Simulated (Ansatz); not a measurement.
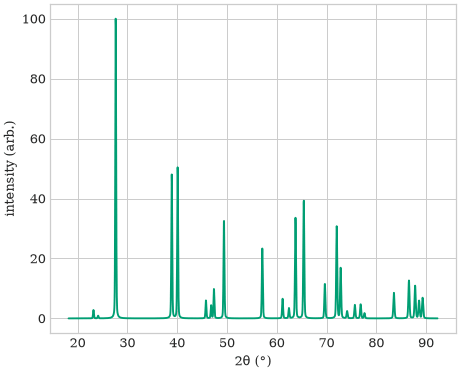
*Simulated powder pattern, neutron, λ = 1.5401 Å*

The pattern belongs to a structure relaxed with DFT-LDA in the program Ansatz with PAW potentials.

Q: Which compound is it?
A. Bi, A7 (α-As type)
B. Yb, fcc (Cu type)
C. Na, bcc (W type)
D. Co, hcp (Mg type)

A: A, Bi, A7 (α-As type)

Space group R-3m (A7 (α-As type)). The LDA relaxation kept the symmetry of its start. Scalar-relativistic: spin–orbit coupling is off unless named, which matters more the heavier the elements.

Potentials: the later of the program's two PAW sets.
